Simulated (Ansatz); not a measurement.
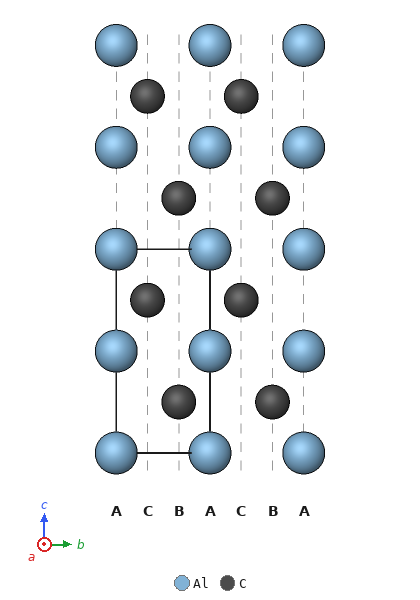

Projection along an edge of the hexagonal mesh, stacking direction c upwards. The dashed lines mark the three columns A (0, 0), B (1/3, 2/3) and C (2/3, 1/3). The sequence starts with the first layer at or above the cell's origin.

The compound is AlC (space group P6_3/mmc, No. 194), taken as coordinates from a relaxation with Ansatz 0.2.0, DFT PBE, scalar-relativistic, plane waves, PAW; the starting structure was generated, so it need not be a known form of this composition.

Give the sequence of layers in one repeat, with element and column.

Answer. Al(A) – C(B) – Al(A) – C(C) (four layers in 5.42 Å).

How are the C layers alone stacked?

Answer. C layers alone: BC, the hexagonal close-packed type.

Which positions between or in the C layers do the other atoms fill?

Answer. Al: two octahedral sites in each hexagonal cell.
